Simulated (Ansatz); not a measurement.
```sh
ansatz run in.yaml --threads 4 --pin off --events-out ev --progress --plain --max-ram 9574MiB
```

```yaml
crystal:
  periodic: [false, false, false]
  atoms:
    - {symbol: Ge, position_ang: [-0.648713, -0.238167, -0.867182]}
    - {symbol: H, position_ang: [-0.888520, -1.253293, -1.990851]}
    - {symbol: H, position_ang: [-1.803470, -0.195741, 0.140533]}
    - {symbol: H, position_ang: [-0.283949, 1.152009, -1.401161]}
    - {symbol: F, position_ang: [0.744779, -0.804392, 0.011363]}
basis:
  gaussian: {orbitals: def2-TZVPP}
hamiltonian: {xc: {name: PBE-QIDH}}
```

What structure does this define?

The molecule is FGeH3. The point group is C3v. Coordination: 1 Ge tetrahedral.

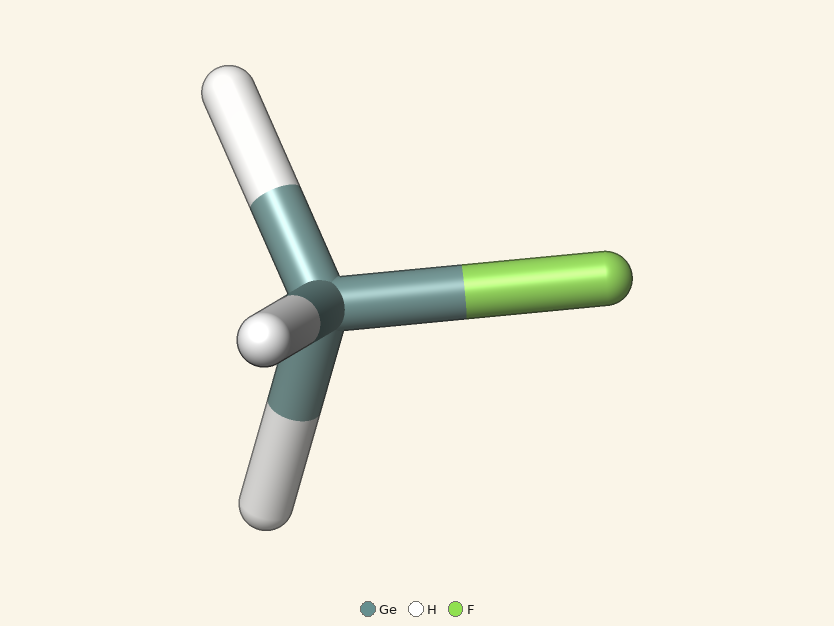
